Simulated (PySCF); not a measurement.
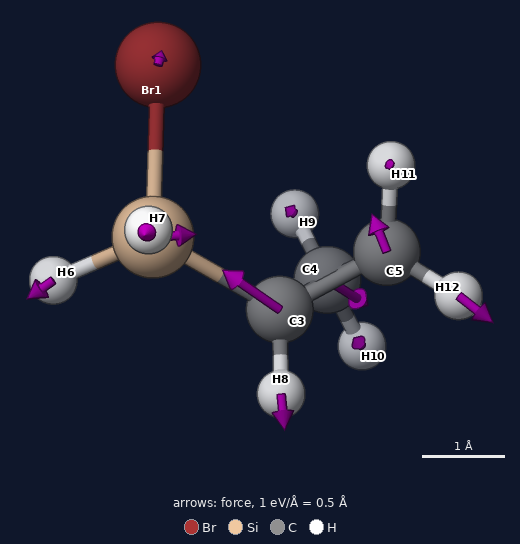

Starting geometry of C3H7BrSi with the computed forces as purple arrows. The picture is a ball-and-stick view, seen at a tilt.

The start comes from GFN2-xTB. Its atoms were then displaced at random by about 0.01 Å.

Method: PBE0-D3(BJ)/def2-SVP geometry optimisation, gas phase (PySCF). 

**Is this structure relaxed? If not, where do the atoms go?**

It isn't relaxed: the largest force vector, on a C atom, is 1.87 eV/Å. The final displacements follow the starting forces only in part (cosine between the two patterns 0.50). The energy falls by 11.9 kJ/mol in 4 geometry steps. The atom that moves furthest after the best rigid fit is an H atom (0.071 Å). By element the largest moves are H 0.071 Å, Br 0.064 Å, C 0.041 Å, Si 0.025 Å. Near-neighbour distances that change, for instance: H–Si 1.449 → 1.491 Å, C–C 1.475 → 1.509 Å, C–Si 1.890 → 1.857 Å, C–H 1.065 → 1.093 Å. Bond angles that change, for instance: C–C–H 122.5° → 118.1°, H–Si–H 112.9° → 109.4°, Br–Si–H 104.1° → 107.1°. The run took 59 s on 1 thread of Arm Neoverse N1 (shared host).
